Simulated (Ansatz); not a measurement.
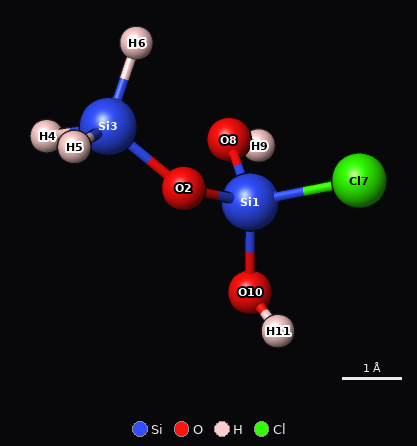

The input geometry (ball-and-stick view, seen at a tilt; atoms are numbered from 1 in the order of the input). Bond lengths as drawn: Cl–Si 2.08 Å, H–O 0.97 Å, H–Si 1.50 Å and O–Si 1.65 to 1.69 Å.

Molecular dynamics of Si2H5ClO3 (part 1 of 2)

Si2H5ClO3, computed with RKS PBE-D4/def2-SVP (Ansatz 0.2.0).

It belongs to a series of runs on one base structure; here: dynamics from the start. Figures and captions count atoms from 1; the log counts them from 0 in places.

Input:
```yaml
crystal:
  periodic: [false, false, false]
  atoms:
    - { symbol: Si, position_ang: [-0.344887, -0.274485, 0.012774] }
    - { symbol: O, position_ang: [-0.47843, -0.747518, 1.585066] }
    - { symbol: Si, position_ang: [-1.345218, -0.250591, 2.944077] }
    - { symbol: H, position_ang: [-2.822703, -0.400346, 2.711532] }
    - { symbol: H, position_ang: [-0.919599, -1.135834, 4.077956] }
    - { symbol: H, position_ang: [-1.032665, 1.18268, 3.272826] }
    - { symbol: Cl, position_ang: [1.60715, 0.364603, -0.291326] }
    - { symbol: O, position_ang: [-1.446478, 0.943319, -0.202046] }
    - { symbol: H, position_ang: [-1.581053, 1.243241, -1.117392] }
    - { symbol: O, position_ang: [-0.671229, -1.493291, -1.063453] }
    - { symbol: H, position_ang: [0.063112, -2.108879, -1.234015] }
basis:
  gaussian: { orbitals: def2-SVP }
hamiltonian:
  xc: pbe
  dispersion: d4
md:
  timestep: 0.5
  n_steps: 100
  ensemble: nvt_langevin
  temperature: 100.0
  initial_velocities: maxwell_boltzmann
  seed: 672689
  friction: 0.001
```

Launch command:
```bash
ansatz run input.yaml --threads 2 --pin off --max-ram 3072MiB --backend cpu --events-out ev --progress --plain --runs-dir out
```

What the program printed:
```
Engine: ansatz 0.2.0, x86_64-unknown-linux-gnu
Functional definition: PBE
  parameter kappa = 0.804
  parameter beta = 0.06672455060314922
  exchange = pbe_x(kappa = kappa, mu = beta*pi^2/3)
  correlation = pbe_c(beta = beta)
1306 factors; their error is unknown
mean field evaluation 1: about -34459.4294 eV, gradient 8.8e1 eV
mean field evaluation 2: about -34409.4736 eV, gradient 1.8e2 eV
mean field evaluation 4: about -34472.6765 eV, gradient 1.1e1 eV
mean field evaluation 8: about -34472.9181 eV, gradient 2.6e-1 eV
mean field evaluation 16: about -34472.8316 eV, gradient 7.4e-5 eV
mean field -34472.83162004 eV, -1266.8531955118 hartree, gradient 7.4e-5 eV, S^2 0.000000; 0 other end points of the search recorded, 0 dependent functions left out
the calculation of the forces begins
reference -34472.83165875 eV, -1266.8531969345 hartree; 37, 37 occupied and 84, 84 virtual orbitals, 1306 factors
md step     0: t =     0.00 fs  T =    90.9 K  F+E_penalty+E_count = -34473.13975466 eV  E_kin = 0.129260 eV  (26 SCF iters)
these checks for a lower state are left out or cut short: starts, cluster_reference, orbital_swaps, neighbouring_geometries, increment
1306 factors; their error is unknown
mean field -34472.82937585 eV, -1266.8531130397 hartree, gradient 1.3e-5 eV, S^2 0.000000; 0 other end points of the search recorded, 0 dependent functions left out
the calculation of the forces begins
reference -34472.82941457 eV, -1266.8531144623 hartree; 37, 37 occupied and 84, 84 virtual orbitals, 1306 factors
md step     1: t =     0.50 fs  T =    87.5 K  F+E_penalty+E_count = -34473.13742779 eV  E_kin = 0.124435 eV  (30 SCF iters)
[... from here on the SCF iterations and repeated set-up lines of each step are left out, up to the last step ...]
md step     2: t =     1.00 fs  T =    83.8 K  F+E_penalty+E_count = -34473.13097389 eV  E_kin = 0.119168 eV  (30 SCF iters)
md step     3: t =     1.50 fs  T =    78.2 K  F+E_penalty+E_count = -34473.12226766 eV  E_kin = 0.111149 eV  (30 SCF iters)
md step     4: t =     2.00 fs  T =    73.0 K  F+E_penalty+E_count = -34473.11376590 eV  E_kin = 0.103845 eV  (30 SCF iters)
md step     5: t =     2.50 fs  T =    69.7 K  F+E_penalty+E_count = -34473.10741811 eV  E_kin = 0.099133 eV  (30 SCF iters)
md step     6: t =     3.00 fs  T =    66.3 K  F+E_penalty+E_count = -34473.10348296 eV  E_kin = 0.094227 eV  (30 SCF iters)
md step     7: t =     3.50 fs  T =    64.5 K  F+E_penalty+E_count = -34473.10125078 eV  E_kin = 0.091656 eV  (30 SCF iters)
md step     8: t =     4.00 fs  T =    63.4 K  F+E_penalty+E_count = -34473.09958103 eV  E_kin = 0.090076 eV  (30 SCF iters)
md step     9: t =     4.50 fs  T =    62.0 K  F+E_penalty+E_count = -34473.09774010 eV  E_kin = 0.088211 eV  (30 SCF iters)
md step    10: t =     5.00 fs  T =    60.1 K  F+E_penalty+E_count = -34473.09565544 eV  E_kin = 0.085506 eV  (30 SCF iters)
md step    11: t =     5.50 fs  T =    58.3 K  F+E_penalty+E_count = -34473.09369392 eV  E_kin = 0.082858 eV  (30 SCF iters)
md step    12: t =     6.00 fs  T =    56.5 K  F+E_penalty+E_count = -34473.09248450 eV  E_kin = 0.080292 eV  (30 SCF iters)
md step    13: t =     6.50 fs  T =    56.4 K  F+E_penalty+E_count = -34473.09252679 eV  E_kin = 0.080133 eV  (31 SCF iters)
md step    14: t =     7.00 fs  T =    58.8 K  F+E_penalty+E_count = -34473.09395628 eV  E_kin = 0.083551 eV  (30 SCF iters)
md step    15: t =     7.50 fs  T =    60.2 K  F+E_penalty+E_count = -34473.09594075 eV  E_kin = 0.085623 eV  (30 SCF iters)
md step    16: t =     8.00 fs  T =    60.1 K  F+E_penalty+E_count = -34473.09710876 eV  E_kin = 0.085404 eV  (30 SCF iters)
md step    17: t =     8.50 fs  T =    59.8 K  F+E_penalty+E_count = -34473.09606026 eV  E_kin = 0.085091 eV  (27 SCF iters)
md step    18: t =     9.00 fs  T =    57.2 K  F+E_penalty+E_count = -34473.09191750 eV  E_kin = 0.081351 eV  (30 SCF iters)
md step    19: t =     9.50 fs  T =    51.8 K  F+E_penalty+E_count = -34473.08508686 eV  E_kin = 0.073594 eV  (30 SCF iters)
md step    20: t =    10.00 fs  T =    46.7 K  F+E_penalty+E_count = -34473.07695666 eV  E_kin = 0.066346 eV  (30 SCF iters)
md step    21: t =    10.50 fs  T =    41.6 K  F+E_penalty+E_count = -34473.06974554 eV  E_kin = 0.059080 eV  (30 SCF iters)
md step    22: t =    11.00 fs  T =    38.4 K  F+E_penalty+E_count = -34473.06589424 eV  E_kin = 0.054634 eV  (22 SCF iters)
md step    23: t =    11.50 fs  T =    38.9 K  F+E_penalty+E_count = -34473.06667114 eV  E_kin = 0.055318 eV  (23 SCF iters)
md step    24: t =    12.00 fs  T =    42.6 K  F+E_penalty+E_count = -34473.07164690 eV  E_kin = 0.060535 eV  (24 SCF iters)
md step    25: t =    12.50 fs  T =    46.7 K  F+E_penalty+E_count = -34473.07928962 eV  E_kin = 0.066371 eV  (31 SCF iters)
md step    26: t =    13.00 fs  T =    51.9 K  F+E_penalty+E_count = -34473.08733885 eV  E_kin = 0.073813 eV  (30 SCF iters)
md step    27: t =    13.50 fs  T =    57.1 K  F+E_penalty+E_count = -34473.09405667 eV  E_kin = 0.081228 eV  (30 SCF iters)
md step    28: t =    14.00 fs  T =    61.2 K  F+E_penalty+E_count = -34473.09839588 eV  E_kin = 0.086947 eV  (30 SCF iters)
md step    29: t =    14.50 fs  T =    62.0 K  F+E_penalty+E_count = -34473.10043966 eV  E_kin = 0.088087 eV  (30 SCF iters)
md step    30: t =    15.00 fs  T =    63.0 K  F+E_penalty+E_count = -34473.10118090 eV  E_kin = 0.089591 eV  (30 SCF iters)
md step    31: t =    15.50 fs  T =    63.9 K  F+E_penalty+E_count = -34473.10135589 eV  E_kin = 0.090837 eV  (30 SCF iters)
md step    32: t =    16.00 fs  T =    63.7 K  F+E_penalty+E_count = -34473.10148398 eV  E_kin = 0.090556 eV  (30 SCF iters)
md step    33: t =    16.50 fs  T =    64.2 K  F+E_penalty+E_count = -34473.10163387 eV  E_kin = 0.091259 eV  (30 SCF iters)
md step    34: t =    17.00 fs  T =    62.1 K  F+E_penalty+E_count = -34473.10137537 eV  E_kin = 0.088291 eV  (30 SCF iters)
md step    35: t =    17.50 fs  T =    60.9 K  F+E_penalty+E_count = -34473.09995013 eV  E_kin = 0.086536 eV  (30 SCF iters)
md step    36: t =    18.00 fs  T =    59.0 K  F+E_penalty+E_count = -34473.09671297 eV  E_kin = 0.083909 eV  (28 SCF iters)
md step    37: t =    18.50 fs  T =    56.7 K  F+E_penalty+E_count = -34473.09208883 eV  E_kin = 0.080567 eV  (30 SCF iters)
md step    38: t =    19.00 fs  T =    53.4 K  F+E_penalty+E_count = -34473.08738717 eV  E_kin = 0.075885 eV  (30 SCF iters)
md step    39: t =    19.50 fs  T =    51.2 K  F+E_penalty+E_count = -34473.08424460 eV  E_kin = 0.072753 eV  (30 SCF iters)
md step    40: t =    20.00 fs  T =    51.0 K  F+E_penalty+E_count = -34473.08442188 eV  E_kin = 0.072488 eV  (30 SCF iters)
md step    41: t =    20.50 fs  T =    52.9 K  F+E_penalty+E_count = -34473.08850801 eV  E_kin = 0.075284 eV  (30 SCF iters)
md step    42: t =    21.00 fs  T =    56.6 K  F+E_penalty+E_count = -34473.09536098 eV  E_kin = 0.080511 eV  (30 SCF iters)
md step    43: t =    21.50 fs  T =    60.0 K  F+E_penalty+E_count = -34473.10237671 eV  E_kin = 0.085310 eV  (30 SCF iters)
md step    44: t =    22.00 fs  T =    62.3 K  F+E_penalty+E_count = -34473.10703085 eV  E_kin = 0.088608 eV  (30 SCF iters)
md step    45: t =    22.50 fs  T =    62.7 K  F+E_penalty+E_count = -34473.10801784 eV  E_kin = 0.089104 eV  (30 SCF iters)
md step    46: t =    23.00 fs  T =    60.4 K  F+E_penalty+E_count = -34473.10539658 eV  E_kin = 0.085871 eV  (30 SCF iters)
md step    47: t =    23.50 fs  T =    55.6 K  F+E_penalty+E_count = -34473.10052397 eV  E_kin = 0.078996 eV  (30 SCF iters)
md step    48: t =    24.00 fs  T =    51.9 K  F+E_penalty+E_count = -34473.09504267 eV  E_kin = 0.073806 eV  (30 SCF iters)
md step    49: t =    24.50 fs  T =    49.5 K  F+E_penalty+E_count = -34473.09018303 eV  E_kin = 0.070354 eV  (30 SCF iters)
md step    50: t =    25.00 fs  T =    48.5 K  F+E_penalty+E_count = -34473.08679134 eV  E_kin = 0.069008 eV  (31 SCF iters)
md step    51: t =    25.50 fs  T =    47.5 K  F+E_penalty+E_count = -34473.08486069 eV  E_kin = 0.067589 eV  (31 SCF iters)
md step    52: t =    26.00 fs  T =    47.4 K  F+E_penalty+E_count = -34473.08382731 eV  E_kin = 0.067384 eV  (30 SCF iters)
md step    53: t =    26.50 fs  T =    46.0 K  F+E_penalty+E_count = -34473.08284131 eV  E_kin = 0.065470 eV  (30 SCF iters)
md step    54: t =    27.00 fs  T =    45.2 K  F+E_penalty+E_count = -34473.08140456 eV  E_kin = 0.064238 eV  (30 SCF iters)
md step    55: t =    27.50 fs  T =    42.9 K  F+E_penalty+E_count = -34473.07976488 eV  E_kin = 0.060945 eV  (27 SCF iters)
md step    56: t =    28.00 fs  T =    42.2 K  F+E_penalty+E_count = -34473.07897287 eV  E_kin = 0.059973 eV  (30 SCF iters)
md step    57: t =    28.50 fs  T =    44.2 K  F+E_penalty+E_count = -34473.08042205 eV  E_kin = 0.062818 eV  (23 SCF iters)
md step    58: t =    29.00 fs  T =    47.7 K  F+E_penalty+E_count = -34473.08479913 eV  E_kin = 0.067777 eV  (24 SCF iters)
md step    59: t =    29.50 fs  T =    51.6 K  F+E_penalty+E_count = -34473.09157995 eV  E_kin = 0.073324 eV  (29 SCF iters)
md step    60: t =    30.00 fs  T =    57.0 K  F+E_penalty+E_count = -34473.09889542 eV  E_kin = 0.081042 eV  (29 SCF iters)
md step    61: t =    30.50 fs  T =    60.3 K  F+E_penalty+E_count = -34473.10441669 eV  E_kin = 0.085758 eV  (29 SCF iters)
md step    62: t =    31.00 fs  T =    62.6 K  F+E_penalty+E_count = -34473.10641279 eV  E_kin = 0.088995 eV  (29 SCF iters)
md step    63: t =    31.50 fs  T =    60.0 K  F+E_penalty+E_count = -34473.10448804 eV  E_kin = 0.085368 eV  (29 SCF iters)
md step    64: t =    32.00 fs  T =    55.5 K  F+E_penalty+E_count = -34473.09975567 eV  E_kin = 0.078844 eV  (30 SCF iters)
md step    65: t =    32.50 fs  T =    50.8 K  F+E_penalty+E_count = -34473.09408699 eV  E_kin = 0.072200 eV  (30 SCF iters)
md step    66: t =    33.00 fs  T =    47.4 K  F+E_penalty+E_count = -34473.08919085 eV  E_kin = 0.067451 eV  (23 SCF iters)
md step    67: t =    33.50 fs  T =    45.7 K  F+E_penalty+E_count = -34473.08631483 eV  E_kin = 0.065039 eV  (23 SCF iters)
md step    68: t =    34.00 fs  T =    45.2 K  F+E_penalty+E_count = -34473.08585416 eV  E_kin = 0.064257 eV  (23 SCF iters)
md step    69: t =    34.50 fs  T =    46.2 K  F+E_penalty+E_count = -34473.08714230 eV  E_kin = 0.065728 eV  (31 SCF iters)
md step    70: t =    35.00 fs  T =    48.1 K  F+E_penalty+E_count = -34473.08931632 eV  E_kin = 0.068387 eV  (31 SCF iters)
md step    71: t =    35.50 fs  T =    49.6 K  F+E_penalty+E_count = -34473.09146411 eV  E_kin = 0.070529 eV  (31 SCF iters)
md step    72: t =    36.00 fs  T =    50.6 K  F+E_penalty+E_count = -34473.09292293 eV  E_kin = 0.071959 eV  (31 SCF iters)
md step    73: t =    36.50 fs  T =    52.3 K  F+E_penalty+E_count = -34473.09379397 eV  E_kin = 0.074313 eV  (30 SCF iters)
md step    74: t =    37.00 fs  T =    53.8 K  F+E_penalty+E_count = -34473.09470830 eV  E_kin = 0.076526 eV  (30 SCF iters)
md step    75: t =    37.50 fs  T =    54.2 K  F+E_penalty+E_count = -34473.09627681 eV  E_kin = 0.077108 eV  (28 SCF iters)
md step    76: t =    38.00 fs  T =    56.9 K  F+E_penalty+E_count = -34473.09844436 eV  E_kin = 0.080897 eV  (30 SCF iters)
md step    77: t =    38.50 fs  T =    58.1 K  F+E_penalty+E_count = -34473.10037508 eV  E_kin = 0.082651 eV  (30 SCF iters)
md step    78: t =    39.00 fs  T =    58.5 K  F+E_penalty+E_count = -34473.10104145 eV  E_kin = 0.083152 eV  (30 SCF iters)
md step    79: t =    39.50 fs  T =    56.7 K  F+E_penalty+E_count = -34473.09947606 eV  E_kin = 0.080676 eV  (30 SCF iters)
md step    80: t =    40.00 fs  T =    52.2 K  F+E_penalty+E_count = -34473.09538358 eV  E_kin = 0.074222 eV  (30 SCF iters)
md step    81: t =    40.50 fs  T =    50.2 K  F+E_penalty+E_count = -34473.08945332 eV  E_kin = 0.071347 eV  (31 SCF iters)
md step    82: t =    41.00 fs  T =    46.6 K  F+E_penalty+E_count = -34473.08319691 eV  E_kin = 0.066229 eV  (31 SCF iters)
md step    83: t =    41.50 fs  T =    43.5 K  F+E_penalty+E_count = -34473.07829364 eV  E_kin = 0.061904 eV  (31 SCF iters)
md step    84: t =    42.00 fs  T =    43.1 K  F+E_penalty+E_count = -34473.07595722 eV  E_kin = 0.061240 eV  (24 SCF iters)
md step    85: t =    42.50 fs  T =    45.0 K  F+E_penalty+E_count = -34473.07710917 eV  E_kin = 0.063986 eV  (23 SCF iters)
md step    86: t =    43.00 fs  T =    47.3 K  F+E_penalty+E_count = -34473.08120691 eV  E_kin = 0.067235 eV  (30 SCF iters)
md step    87: t =    43.50 fs  T =    50.9 K  F+E_penalty+E_count = -34473.08664675 eV  E_kin = 0.072315 eV  (30 SCF iters)
md step    88: t =    44.00 fs  T =    54.1 K  F+E_penalty+E_count = -34473.09182093 eV  E_kin = 0.076972 eV  (30 SCF iters)
md step    89: t =    44.50 fs  T =    56.0 K  F+E_penalty+E_count = -34473.09542021 eV  E_kin = 0.079671 eV  (30 SCF iters)
md step    90: t =    45.00 fs  T =    57.4 K  F+E_penalty+E_count = -34473.09705151 eV  E_kin = 0.081613 eV  (30 SCF iters)
md step    91: t =    45.50 fs  T =    57.4 K  F+E_penalty+E_count = -34473.09713622 eV  E_kin = 0.081572 eV  (30 SCF iters)
md step    92: t =    46.00 fs  T =    58.0 K  F+E_penalty+E_count = -34473.09664568 eV  E_kin = 0.082535 eV  (30 SCF iters)
md step    93: t =    46.50 fs  T =    57.7 K  F+E_penalty+E_count = -34473.09636277 eV  E_kin = 0.082008 eV  (31 SCF iters)
md step    94: t =    47.00 fs  T =    56.0 K  F+E_penalty+E_count = -34473.09651606 eV  E_kin = 0.079587 eV  (27 SCF iters)
md step    95: t =    47.50 fs  T =    56.5 K  F+E_penalty+E_count = -34473.09655236 eV  E_kin = 0.080365 eV  (31 SCF iters)
md step    96: t =    48.00 fs  T =    57.2 K  F+E_penalty+E_count = -34473.09551530 eV  E_kin = 0.081353 eV  (31 SCF iters)
md step    97: t =    48.50 fs  T =    55.1 K  F+E_penalty+E_count = -34473.09287623 eV  E_kin = 0.078321 eV  (31 SCF iters)
md step    98: t =    49.00 fs  T =    52.0 K  F+E_penalty+E_count = -34473.08901692 eV  E_kin = 0.073934 eV  (31 SCF iters)
md step    99: t =    49.50 fs  T =    49.2 K  F+E_penalty+E_count = -34473.08472382 eV  E_kin = 0.069942 eV  (31 SCF iters)
these checks for a lower state are left out or cut short: starts, cluster_reference, orbital_swaps, neighbouring_geometries, increment
1306 factors; their error is unknown
mean field evaluation 800: about -34472.7718 eV, gradient 6.0e-6 eV
mean field -34472.77182612 eV, -1266.8509981261 hartree, gradient 6.0e-6 eV, S^2 0.000000; 0 other end points of the search recorded, 0 dependent functions left out
the calculation of the forces begins
reference -34472.77186469 eV, -1266.8509995433 hartree; 37, 37 occupied and 84, 84 virtual orbitals, 1306 factors
1306 factors; their error is unknown
mean field -34472.77182612 eV, -1266.8509981261 hartree, gradient 6.0e-6 eV, S^2 0.000000; 1 other end points of the search recorded, 0 dependent functions left out
the calculation of the forces begins
reference -34472.77186469 eV, -1266.8509995433 hartree; 37, 37 occupied and 84, 84 virtual orbitals, 1306 factors
md step   100: t =    50.00 fs  T =    47.0 K  F+E_penalty+E_count = -34473.08126173 eV  E_kin = 0.066878 eV  (27 SCF iters)
```

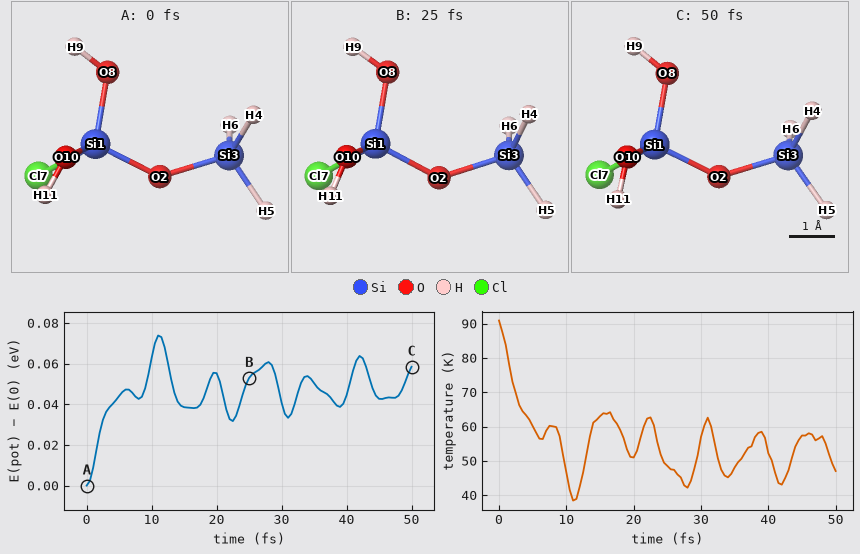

Frames of the molecular dynamics (ball-and-stick, seen at an oblique angle) above the curves, on which the letters mark them. The trajectory kept here has 101 frames over 50 fs. The temperature starts at 91 K, ranges from 38 to 91 K and averages 51 K over the second half. The potential energy ends 0.058 eV above its first value. After an unweighted best fit of the last frame on the first, the root-mean-square displacement is 0.11 Å, and H11 has moved furthest (0.27 Å).

```
Total energy: -34473.08130030 eV, -1266.8623710921 hartree
Atom 0 at    -0.310869    -0.310251     0.012960 Å, force    -0.462314    -0.381902    -0.185214 eV/Å
Atom 1 at    -0.465301    -0.667851     1.606891 Å, force    -0.018386    -0.234399     0.225880 eV/Å
Atom 2 at    -1.390857    -0.132068     2.903660 Å, force    -0.514024    -0.654662     0.110859 eV/Å
Atom 3 at    -2.886327    -0.230209     2.627582 Å, force     0.343965    -0.032828    -0.013580 eV/Å
Atom 4 at    -1.057586    -1.012383     4.085496 Å, force    -0.012335     0.088165    -0.153368 eV/Å
Atom 5 at    -1.068595     1.262441     3.219589 Å, force     0.182366     0.647395     0.140869 eV/Å
Atom 6 at     1.594841     0.383066    -0.261185 Å, force     0.483511     0.083058    -0.170632 eV/Å
Atom 7 at    -1.433768     0.849065    -0.288469 Å, force    -0.296810     0.507459    -0.352751 eV/Å
Atom 8 at    -1.453140     1.271655    -1.168792 Å, force     0.021267    -0.152454     0.225869 eV/Å
Atom 9 at    -0.641024    -1.617419    -0.975452 Å, force     0.750245    -0.269230     0.361424 eV/Å
Atom 10 at     0.016491    -2.345015    -0.847455 Å, force    -0.477486     0.399398    -0.189356 eV/Å
Dipole moment:     0.011168    -0.052037    -0.176320 e Å
```
